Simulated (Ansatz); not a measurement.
# Phonons of Mo(100) film of 3 layers, part 2 of 3

The plan: relax Mo(100) film of 3 layers, check its phonons, and, if the lattice is stable, compute its Eliashberg function and ρ(T).

Ansatz 0.2.0; DFT LDA, scalar-relativistic, plane waves, PAW.

So far: Set-up; Rough relaxation.

### 3. Relaxing cell and atoms

The structure is brought to rest under this functional.

Input file input.yaml:

```yaml
crystal:
  lattice:
    - [2.8940020412, 0.0, 0.0]
    - [0.0, 2.8940020412, 0.0]
    - [0.0, 0.0, 30.099999972]
  atoms:
    - { symbol: Mo, position: [0.0, 0.0, 0.1812306955] }
    - { symbol: Mo, position: [0.5, 0.5, 0.2350498341] }
    - { symbol: Mo, position: [0.0, 0.0, 0.2888689728] }
  periodic: [true, true, false]
kpoints:
  mp_grid: { grid: [10, 10, 1] }
hamiltonian:
  xc: lda
scf:
  occupations: { method: gaussian, width: 0.1 }
output:
  forces: true
  stress: true
  eigenvalues: true
  write_density: true
  write_potential: true
  elf: true
  volumetric_format: npy
relax:
  adjacent_minimum: "off"
  f_tol: 0.005
  max_steps: 80
  cell: { stress_2d_tol: 0.02 }
```

Started as:

```bash
$ ansatz run input.yaml --threads 4 --pin off --max-ram 16384MiB --backend cpu --events-out ev --progress --plain --runs-dir out
```

Numbers of over 12 decimals in the logs are rounded to 6 here.

The log of the run:

```text
[the first part of the log is left out]
  E_paw        = -9270.587403  (= ΣΔE_a)
  E_vpaw       = -445.607328  (= ΣTr[D̂ρ^β])
  E_aug_tail   = 0.000090  (compensation charges beyond the density's cutoff)
  E_ewald      = 50596.487158
  E_core_change = 1.418449  (= ΣΔE_core)
  E_smearing   = -0.023522  (= −TS)
  E_closure    = 0.000000  (closes the sum)
  Σ components = -14524.187922   (vs F -14524.187922, Δ=0.00e0)
--- Forces (eV/Å), atoms counted from 1 ---
  atom   1  Mo     0.00000000     0.00000000     0.00029479
  atom   2  Mo     0.00000000     0.00000000     0.00000000
  atom   3  Mo    -0.00000000     0.00000000    -0.00029479
  max |Σ_I F_I| component: 5.42e-20 eV/Å
--- 2D stress c σ (N/m, compression-positive) ---
       -0.001129       0.000000       0.000000
        0.000000      -0.001129       0.000000
        0.000000       0.000000      -0.000000
  P = ½ c Tr σ = -0.0011 N/m
--- Band table (eV; the first three rows and the last of 21) ---
[...]
--- Relaxed structure (9 steps of the walk, 7 accepted, 1 SCFs on fresh bases) ---
[...]
cell:  # Å, volume = 262.4474 Å³
    - [2.952826, 0, 0]
    - [0, 2.952826, 0]
    - [0, 0, 30.099999972]
  atoms:
    - { symbol: Mo, position: [0, 0, 0.184214] }
    - { symbol: Mo, position: [0.5, 0.5, 0.235050] }
    - { symbol: Mo, position: [0, 0, 0.285886] }
```

Run time: 26 s. Hardware: 4 threads of Arm Neoverse V1, shared host; peak memory 0.58 GiB; 100 s of CPU time.

Relaxation path:

```csv
step,energy less that of the first step (eV),largest force component (eV/Å),volume (Å³)
1,0.0000,0.1325,252.09
2,-0.0042,0.0044,253.23
3,-0.0166,0.1022,257.94
4,0.3483,1.7356,279.65
5,0.0027,0.4079,268.70
6,-0.0185,0.2792,262.72
7,-0.0245,0.0362,262.82
8,-0.0246,0.0077,262.28
9,-0.0246,0.0003,262.45
10,-0.0248,0.0003,262.45
```

The log counts 1 steps on a newly chosen plane-wave basis, not all of them marked here; energy and pressure can jump at such steps. Relaxation steps 4, 5 were tried and not accepted.

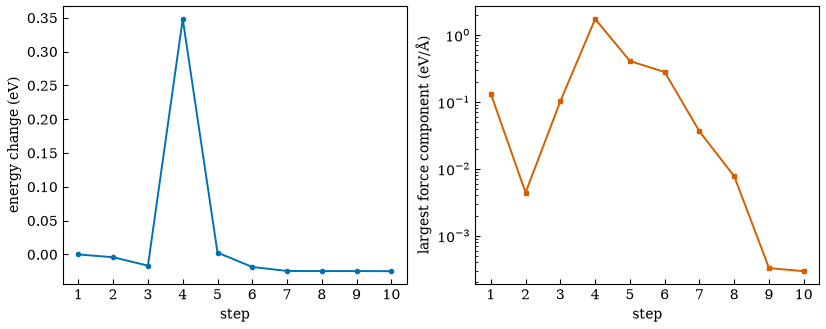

Energy and largest force along the relaxation.

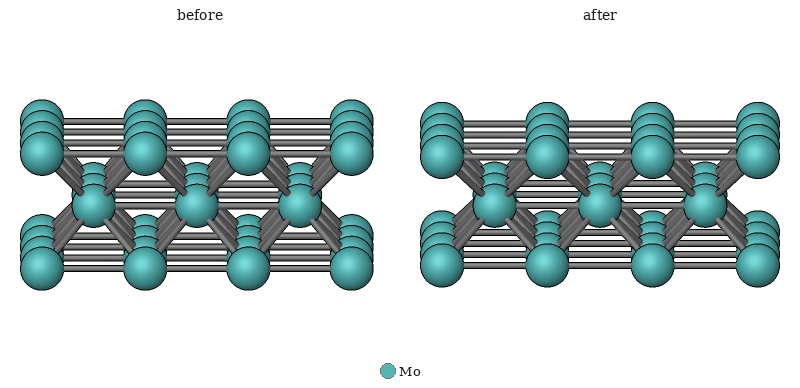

The structure before and after the relaxation, drawn at the same scale.

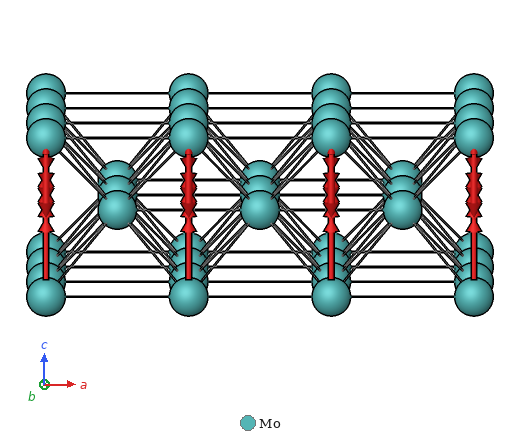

Displacements in the relaxation, exaggerated, measured against the changing cell; the longest in the cell stands for 0.09 Å. 3×3×1 cells are drawn. Some periodic images of atoms are drawn too.

```csv
cell as run,before,after,change
a (Å),2.894,2.953,+2.0 %
b (Å),2.894,2.953,+2.0 %
```

The atoms that moved most (Å, along periodic axes as changes of fractional coordinates times the final cell, across vacuum about the mean position):

```csv
atom,dx,dy,dz,length
Mo1,0.000,0.000,0.090,0.090
Mo3,0.000,0.000,-0.090,0.090
```

The relaxed structure:

```
Mo
1.0
     2.95283    0.00000    0.00000
     0.00000    2.95283    0.00000
     0.00000    0.00000   30.10000
Mo
3
Direct
  0.00000 0.00000 0.18421
  0.50000 0.50000 0.23505
  0.00000 0.00000 0.28589
```

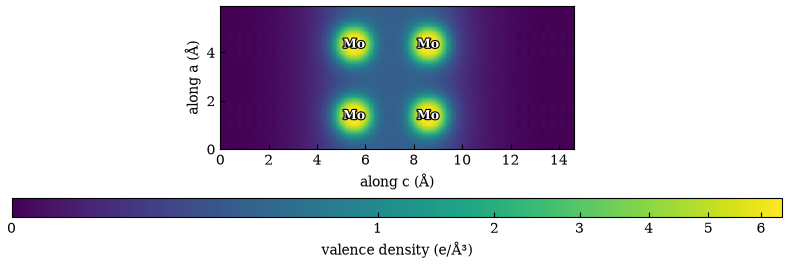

Valence density in the ca plane at fractional y = 0.000, with atoms of Mo within 0.2 Å of it. It is the smooth field of the valence electrons, not physical close to the nuclei. The map starts off the cell's origin, so that atoms lie inside it. The colour scale is stretched toward low values. The far vacuum is left out of the map.

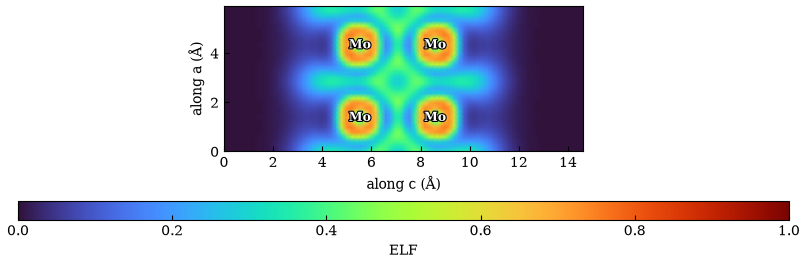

ELF in the ca plane at fractional y = 0.000, with atoms of Mo within 0.2 Å of it. It is the smooth field of the valence electrons, not physical close to the nuclei. The map starts off the cell's origin, so that atoms lie inside it. The far vacuum is left out of the map.

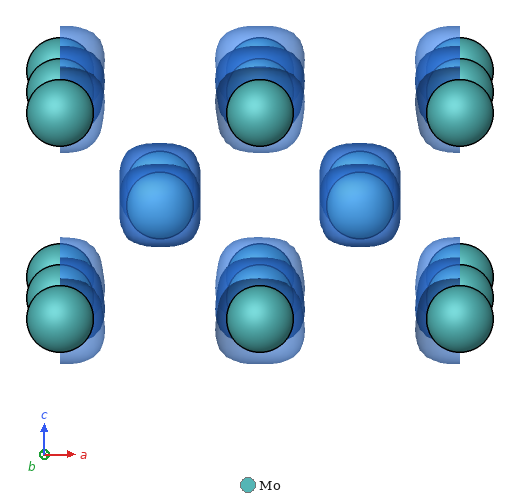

Surface of ELF = 0.68. 2×2×1 cells are drawn.

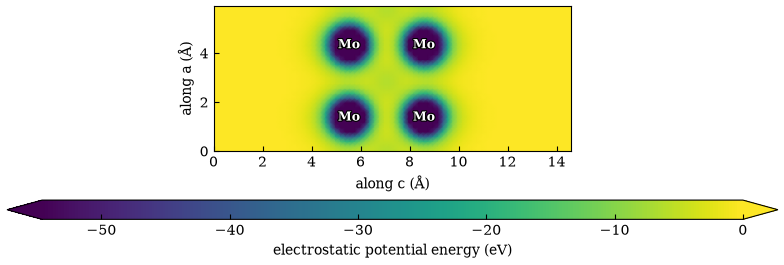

Electrostatic potential energy in the ca plane at fractional y = 0.000, with atoms of Mo within 0.2 Å of it. With pseudopotentials it is smooth inside the atoms' cores, unlike the true potential. The map starts off the cell's origin, so that atoms lie inside it. The far vacuum is left out of the map.

The relaxation ends with a largest force component of 3.0e-4 eV/Å.

### 4. Tight relaxation

Phonons are second derivatives about the minimum, so the remaining forces must be small: the thresholds are tightened.

input.yaml, the sections that differ from step 3:

```yaml
crystal:
  lattice:
    - [2.9528261348, 0.0, 0.0]
    - [0.0, 2.9528261348, 0.0]
    - [0.0, 0.0, 30.099999972]
  atoms:
    - { symbol: Mo, position: [0.0, 0.0, 0.1842135136] }
    - { symbol: Mo, position: [0.5, 0.5, 0.2350498341] }
    - { symbol: Mo, position: [0.0, 0.0, 0.2858861546] }
  periodic: [true, true, false]
scf:
  occupations: { method: methfessel_paxton, width: 0.2 }
relax:
  adjacent_minimum: "off"
  f_tol: 0.001
  max_steps: 60
  cell: { stress_2d_tol: 0.002 }
# kpoints, hamiltonian, output: as in step 3
```

The log of the run:

```text
[the first part of the log is left out]
  E_paw        = -9270.585231  (= ΣΔE_a)
  E_vpaw       = -445.604068  (= ΣTr[D̂ρ^β])
  E_aug_tail   = 0.000090  (compensation charges beyond the density's cutoff)
  E_ewald      = 50656.047048
  E_core_change = 1.418449  (= ΣΔE_core)
  E_smearing   = -0.007017  (= −TS)
  E_closure    = 0.000000  (closes the sum)
  Σ components = -14524.176499   (vs F -14524.176499, Δ=0.00e0)
--- Forces (eV/Å), atoms counted from 1 ---
  atom   1  Mo     0.00000000    -0.00000000     0.00003296
  atom   2  Mo    -0.00000000    -0.00000000     0.00000000
  atom   3  Mo    -0.00000000    -0.00000000    -0.00003296
  max |Σ_I F_I| component: 6.78e-21 eV/Å
--- 2D stress c σ (N/m, compression-positive) ---
       -0.000505       0.000000       0.000000
        0.000000      -0.000505       0.000000
        0.000000       0.000000       0.000000
  P = ½ c Tr σ = -0.0005 N/m
--- Band table (eV; the first three rows and the last of 21) ---
[...]
--- Relaxed structure (4 steps of the walk, 4 accepted, 1 SCFs on fresh bases) ---
[...]
cell:  # Å, volume = 262.0418 Å³
    - [2.950543, 0, 0.0]
    - [0, 2.950543, 0.0]
    - [0.0, 0.0, 30.099999972]
  atoms:
    - { symbol: Mo, position: [0, 0, 0.184111] }
    - { symbol: Mo, position: [0.500000, 0.500000, 0.2350498341] }
    - { symbol: Mo, position: [0, 0, 0.285989] }
```

Elapsed: 14 s, on 4 threads; peak memory 0.58 GiB.

Little changed from the start: no atom moved by 0.005 Å and no cell edge by 0.1 %.

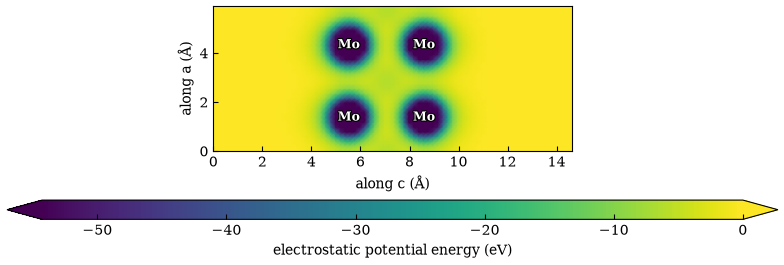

Electrostatic potential energy in the ca plane at fractional y = 1.000, with atoms of Mo within 0.2 Å of it. With pseudopotentials it is smooth inside the atoms' cores, unlike the true potential. The map starts off the cell's origin, so that atoms lie inside it. The far vacuum is left out of the map.

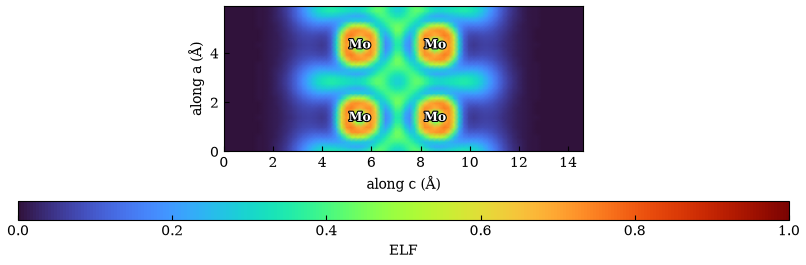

ELF in the ca plane at fractional y = 1.000, with atoms of Mo within 0.2 Å of it. It is the smooth field of the valence electrons, not physical close to the nuclei. The map starts off the cell's origin, so that atoms lie inside it. The far vacuum is left out of the map.

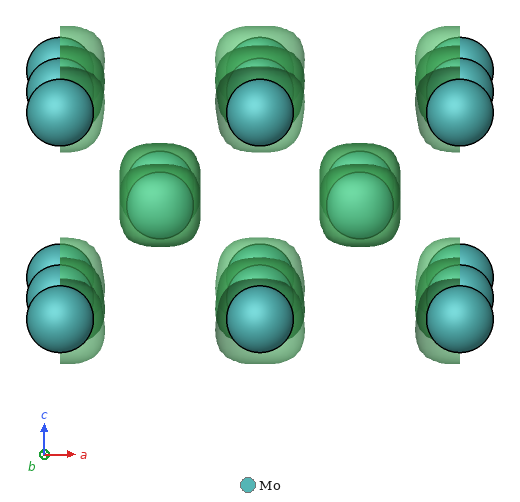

Surface of ELF = 0.68. 2×2×1 cells are drawn.

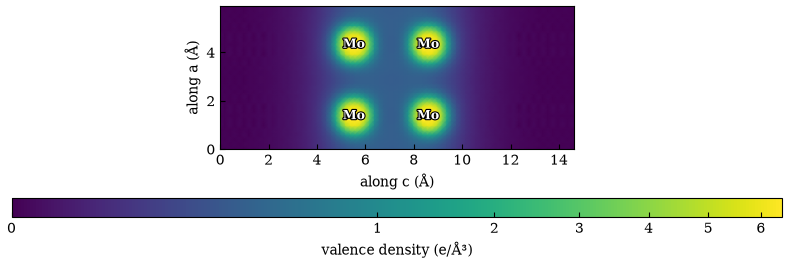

Valence density in the ca plane at fractional y = 1.000, with atoms of Mo within 0.2 Å of it. It is the smooth field of the valence electrons, not physical close to the nuclei. The map starts off the cell's origin, so that atoms lie inside it. The colour scale is stretched toward low values. The far vacuum is left out of the map.

### 5. Phonons by linear response: q 2×2×1, k 6×6×1

Couplings are defined for a stable lattice alone, so phonons come first.

Input file input.yaml:

```yaml
crystal:
  lattice:
    - [2.9505434339, 0.0, 0.0]
    - [0.0, 2.9505434339, 0.0]
    - [0.0, 0.0, 30.099999972]
  atoms:
    - { symbol: Mo, position: [0.0, 0.0, 0.1841110806] }
    - { symbol: Mo, position: [0.5, 0.5, 0.2350498341] }
    - { symbol: Mo, position: [0.0, 0.0, 0.2859885876] }
  periodic: [true, true, false]
kpoints:
  mp_grid: { grid: [6, 6, 1] }
hamiltonian:
  xc: lda
scf:
  occupations: { method: methfessel_paxton, width: 0.2 }
output:
  eigenvalues: true
phonons:
  method: dfpt
  qmesh: [2, 2, 1]
  temperatures: { t_max: 1000, t_step: 50 }
  qpath:
    path: [[0.0, 0.0, 0.0], [0.0, 0.5, 0.0], [0.5, 0.5, 0.0], [0.0, 0.0, 0.0]]
    npoints: 10
```

The log of the run:

```text
Warning: crystal.symmetry: narrowed to the stabiliser of the run's FFT grids — unitary ops 16 → 8. A phonons.method: dfpt run fills in the rows of the dynamical matrix that it does not solve by its symmetry operations, which is exact only for operations that map its FFT grids onto themselves: filled in by any other, the frequencies could depend on the order in which like atoms are typed, or, by more than the grids' own error, on where the crystal sits among the grids' points. Excluded: 8 operations. The run can therefore solve more perturbations, solve them on more k-points, or both, and cost more. [rest of the remark cut]
[...]
Crystal: 3 atoms, lattice volume = 262.042 Å³
Basis set: ecut = 420 eV, 5001 PW (Γ), exchange–correlation on 40×40×432 points (8 copies of the dense FFT grid, shifted against one another)
Bands: 26, of which v1, the nominal top of the filled ones, is band 21 counted from 1 (20 counted from 0)
Symmetry: 16 space group operations
k-points: 10 of 36 (irreducible under 8 space group operations)
[...]
SCF iter   1: F=—  HF=-14524.149198 eV  |F-HF|=—  |Δ(HF+E_count)|=         —  Δρ=6.40e-3  dr2=1.80e-1  ethr=1.77e-3  ⟨swp⟩=12.5  Hψ=3970  notcnv=0
automatic band count: the SCF goes on with 31 bands, as 26 were too few: they end inside the smearing window of the response
[...]
SCF iter   2: F=—  HF=-14524.112514 eV  |F-HF|=—  |Δ(HF+E_count)|=   3.67e-2  S|Δr|=    0.00e0  Δρ=3.66e-3  dr2=2.40e-2  ethr=4.29e-4  ⟨swp⟩=3.6  Hψ=691  notcnv=0  defer=8
[...]
SCF iter  12: F=-14524.106249 eV  HF=-14524.106249 eV  |F-HF|=3.07e-10  |Δ(HF+E_count)|=   1.13e-9  S|Δr|=    0.00e0  Δρ=6.69e-8  dr2=6.66e-12  ethr=1.00e-12  ⟨swp⟩=21.8  Hψ=2634  notcnv=0
SCF 1 converged in 12 iterations: F = -14524.106249 eV  dr2 = 6.66e-12
[...]
phonons: the bands overlap, so this run is a metal and interpolates without the dipole-dipole term. If the crystal is really an insulator or semiconductor, its LO-TO splitting is missing
NSCF: frozen V_eff on 10 k-points
[...]
DFPT response loops at q = (0, 0, 0) (fractional): preconditioner auto → none (partly filled bands, converged f_vac=0.746); β = 0.50; Broyden in place of MSR1
[...]
SCF converged after 12 iterations
Stability not checked: this state was not tested for a lower state beside it, because cold or Methfessel-Paxton smearing, or corrected tetrahedra, fill the levels in a way that the test cannot read (fill_not_monotonic; see scf.lower_state_search)
Free energy (F): -14524.106249 eV
[...]
Internal energy: -14524.070698 eV  (E = F + TS)
E sigma→0 (E₀):  -14524.097361 eV
Entropy (-TS):   -0.035551 eV (-11.850 meV/atom)
Fermi energy:    -4.621093 eV
[...]
--- Band table (eV; the first three rows and the last of 10) ---
  k-point 0: bands = [... 17 lower, -5.8842, -5.8842, -5.0547, -5.0100, -4.7225, -4.5429, -4.2951, -4.2951, ... 6 higher]
  k-point 1: bands = [... 17 lower, -6.1355, -6.0506, -5.8814, -5.5379, -4.6809, -4.1231, -3.7572, -3.4371, ... 6 higher]
  k-point 2: bands = [... 17 lower, -6.7914, -6.2066, -5.7821, -4.7349, -4.2344, -3.9952, -3.7235, -3.5880, ... 6 higher]
  k-point 9: bands = [... 17 lower, -6.5846, -6.5846, -3.0863, -3.0863, -2.9605, -2.5541, -1.7303, -1.4608, ... 6 higher]
  ° read free of the cell's end (the report's vacuum.weakly_bound_levels)
--- Phonons (Γ-DFPT): 6 representative perturbations + reference (Σ response iterations 32) ---
  ASR residual: 5.017e-5 → 0.000e0 eV/Å²; symmetrization residual: 2.995e-5 eV/Å²
  The last average, over the group as it would stand without the narrowing to the FFT grids, took up to 4.965e-6 eV/Å² of the zone centre's force constants
  ASR residual per site (eV/Å²): 5.02e-5 2.22e-5 4.03e-5
  Γ frequencies (cm⁻¹): 0.00 0.00 0.00 84.15 84.15 159.77 159.77 161.11 182.07
--- Phonons (arbitrary-q DFPT): 3 irreducible q on the 2×2×1 mesh ---
  q = [0.0000, 0.0000, 0.0000] (star 1, of the zone-centre solve; hermiticity 8.12e-6, symmetrization 1.31e-12, taken by the last average 6.73e-7): 0.00 0.00 0.00 84.15 84.15 159.77 159.77 161.11 182.07
  q = [0.0000, -0.5000, 0.0000] (star 2, 9 solved perturbations on 16 of 36 k-point pairs; hermiticity 1.00e-6, symmetrization 4.98e-8, taken by the last average 1.55e-7): -159.66 -158.87 -84.32 -19.19 108.43 125.48 148.98 168.31 311.27
  q = [-0.5000, -0.5000, 0.0000] (star 1, 6 solved perturbations in 78 linear systems a pass and spin channel, the states on 16 of 36 k-point pairs; hermiticity 1.12e-6, symmetrization 1.25e-8, taken by the last average 1.83e-7): -201.56 -201.56 -170.86 -170.86 -114.12 149.82 178.21 278.40 278.40
  sum rule: each row above includes the acoustic sum rule's correction from the zone centre's row sums; it moved no ω² by more than (0.38 cm⁻¹)²
  mesh force constants: q→R imaginary residual 8.64e-18; ASR residual 5.017e-5 → 0.000e0 eV/Å²; symmetrization residual 1.421e-14 eV/Å²
  interpolated dispersion: 31 rows × 9 modes
  density of states and harmonic sums: on the 22×22×1 q-mesh, interpolated from the force constants of a 2×2×1 supercell (no non-analytic term)
  largest difference from the sums on the solved wave vectors: F 9.03e-2 eV, S 1.10e-4 and C_V 2.72e-5 eV/K
  zero-point energy: 0.052434 eV/cell   skipped modes (ω ≤ 0): 291, of them read as no rigid motion or as one in doubt: 288 (3.762e0 modes/cell left out, lowest -201.56 cm⁻¹)   left out of the sums: 4.19e-1 of the cell's modes: C_V's classical limit lies that fraction below 3 k_B per atom; for a crystal, a wire or a layer, F and S can be off by more, and a phonons.interpolated_qmesh denser along its periods is the remedy for the sampling
```

Run time: 84 s. Hardware: 4 threads; peak memory 0.79 GiB; 5.3 min of CPU time.

The column dr2 measures how far the density is from self-consistency, as an energy; F and HF (Harris–Foulkes) agree once it is small.

This step gave:

```
share of imaginary modes in the plain interpolation between solved wavevectors : 0.4186
highest frequency, solved or plainly interpolated                              : 311.3 cm⁻¹
```

Solved on the 2×2×1 mesh alone; all other wavevectors are interpolated. The phonon branches at the labelled points (cm⁻¹):

```csv
point,branch 1,branch 2,branch 3,branch 4,branch 5,branch 6,branch 7,branch 8,branch 9
Γ,0,0,0,84,84,160,160,161,182
X,-160,-159,-84,-19,108,126,149,168,311
M,-202,-202,-171,-171,-114,150,178,278,278
Γ,0,0,0,84,84,160,160,161,182
```

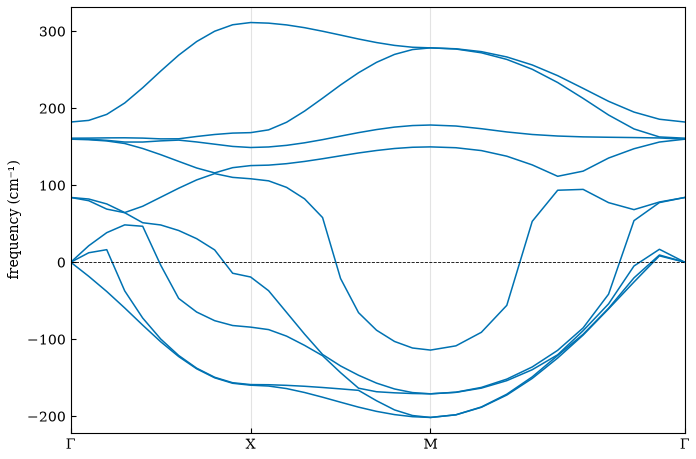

Phonon branches along the path.

Lowest modes at the softest wavevector of the mesh. Modes at q = (0.500, 0.500, 0.000) (negative means imaginary):

```csv
mode,frequency (cm⁻¹)
1,-201.6
2,-201.6
3,-170.9
4,-170.9
5,-114.1
6,149.8
```

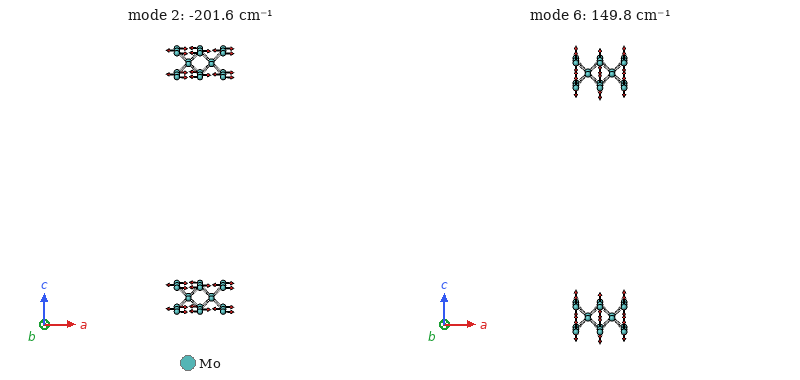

Displacement patterns of modes 2 and 6 at q = (0.500, 0.500, 0.000); arrows are exaggerated. 2×2×2 cells are drawn. Some periodic images of atoms are drawn too.

Among the solved wavevectors the lowest mode, translations apart, is -202 cm⁻¹, imaginary.

(Continued in part 3 of 3.)

[Logs are printed without paths, hosts, clocks, repeated set-up lines and the standing remarks that a program may print on its own settings, such as how far it seeks lower states.]

[Hosts, paths, dates, database ids (printed as entryN), source tags and the programs' standing remarks are cut or masked in the printed files.]
